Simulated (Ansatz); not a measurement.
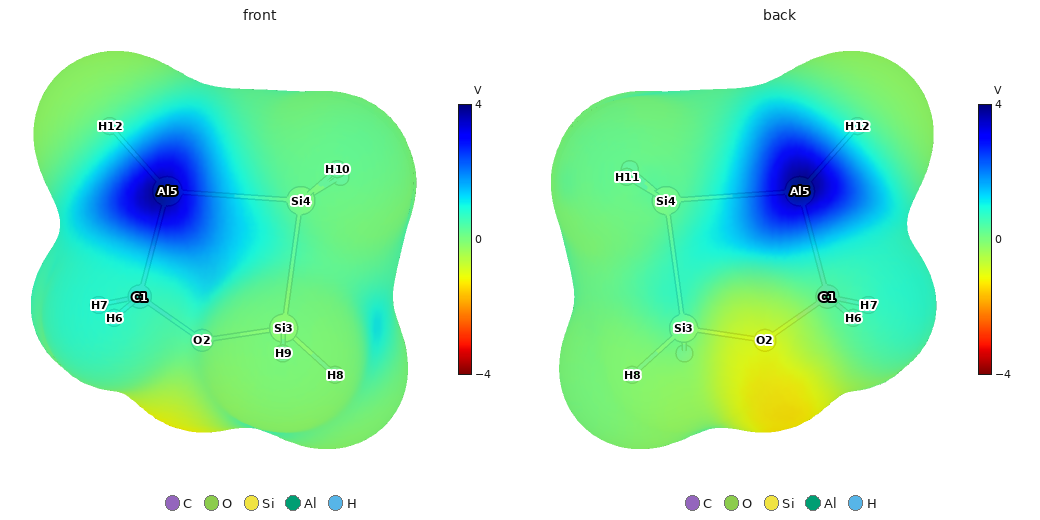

The picture shows: CH7AlOSi2 (SMILES [CH2]1O[SiH2][SiH2][AlH]1). The molecular electrostatic potential painted on the density surface at 0.002 e/bohr³, seen from the front and from behind; the colour scale runs from red (negative) to blue (positive).

Geometry: PBE0-D4/def2-TZVP.

Level of theory: RKS PBE0-D4/def2-TZVPP (Ansatz).

| atom | x (Å) | y (Å) | z (Å) |
| --- | --- | --- | --- |
| C | -0.9414 | 1.2715 | 0.5820 |
| O | -0.7605 | 0.0756 | 1.3485 |
| Si | 0.5489 | -0.9199 | 1.1489 |
| Si | 0.7334 | -1.1529 | -1.1808 |
| Al | -0.4720 | 0.9668 | -1.3321 |
| H | -0.3533 | 2.0910 | 1.0231 |
| H | -1.9886 | 1.5734 | 0.7010 |
| H | 0.2526 | -2.1349 | 1.9474 |
| H | 1.7888 | -0.2769 | 1.6837 |
| H | 2.1283 | -1.1818 | -1.6977 |
| H | -0.0141 | -2.3387 | -1.6856 |
| H | -0.8451 | 1.9715 | -2.5041 |

Q: Describe the electrostatic potential map.

A: The most negative region (about −1.3 V, or −30 kcal/mol for a unit charge) lies over O2, the most positive (about +3.7 V, or +85 kcal/mol for a unit charge) over Al5. O2 is the likeliest acceptor of a hydrogen bond.
